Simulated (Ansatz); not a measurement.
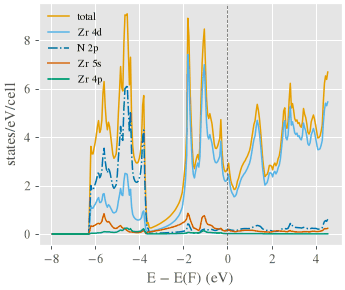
Fig. 1. Total and projected density of states of Zr₂N (anti-rutile, space group No. 136), plane-wave PAW r²SCAN (Ansatz code)

### Question
Which orbitals carry the states next to the Fermi level?

### Answer
Within 0.5 eV of the Fermi level: Zr 4d 83 %, N 2p 6 %, Zr 5s 5 %. Projections are on Löwdin-orthogonalised atomic valence shells; empty p or d shells of many metals are not among them.

### Question
Where is the tallest occupied peak in this window, and what makes it?

### Answer
Near -4.5 eV, about 9.1 states/eV per cell; the largest projected share is N 2p.

Space group P4_2/mnm (anti-rutile). The first step of the workflow began from a Materials Project structure, measured or hypothetical; the Crystallography Open Database copy checked does not list it. Its standing as an ambient phase is unchecked. The r²SCAN relaxation kept the symmetry of its start; whether a distortion lowers the energy is not shown. No spin polarisation was allowed. Spin–orbit coupling is left out wherever it is not named.

Potentials: the earlier of the program's two PAW sets.
